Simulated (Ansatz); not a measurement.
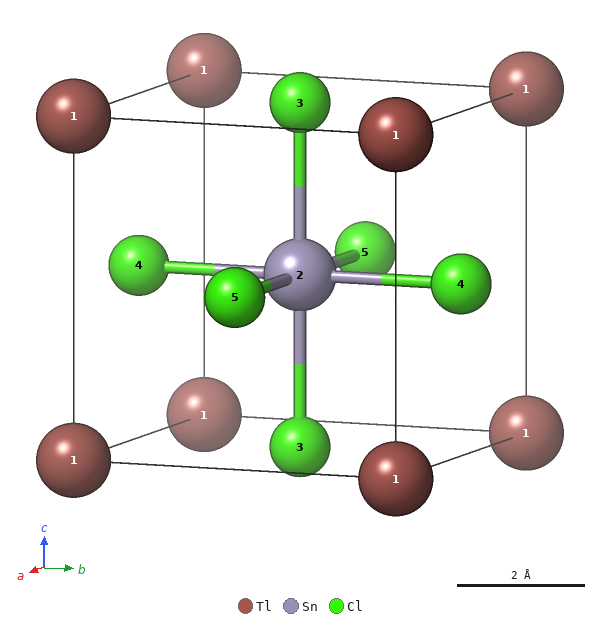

This is solid TlSnCl3 (built on the cubic perovskite type) at its r2SCAN-relaxed geometry. A ball-and-stick model of the cell of the calculation, seen slightly off an axis.

Computed with DFT, r2SCAN, plane waves, PAW (Ansatz). Set-up: plane-wave cutoff 500 eV; k-point mesh 6 × 6 × 6; occupations fixed; no spin polarisation.

The variant: The cell is strained by −2.0 % along c and none across it (volume −2.0 %). The atoms were relaxed with r2SCAN under that strain, and this is a single point on that geometry.

**Predict the response.**

Near-neighbour distances before and after: Cl–Sn 2.759 → 2.704 to 2.759 Å. The space group (tolerance 0.01 Å) goes from Pm-3m (No. 221) to P4/mmm (No. 123). The energy rises by 2.1 meV per atom. The pressure goes from −0.1 to 0.4 GPa. The principal stresses (compression positive) are 1.2 GPa along c and 0.1 GPa across it. All forces vanish by symmetry.

The changed structure in the same view:

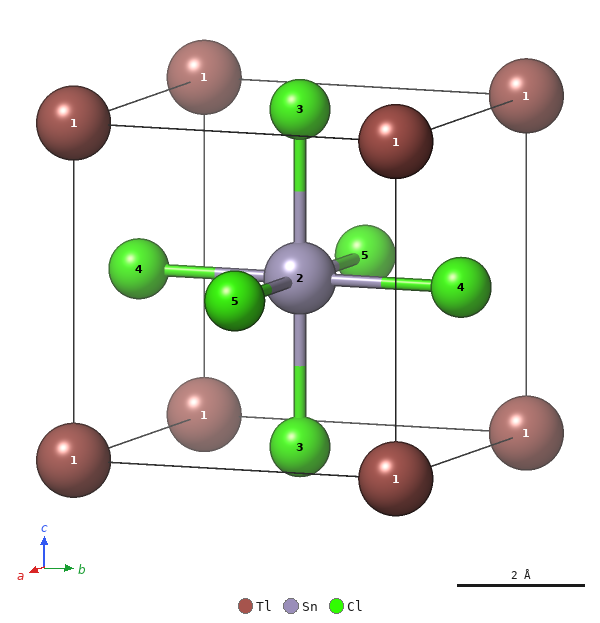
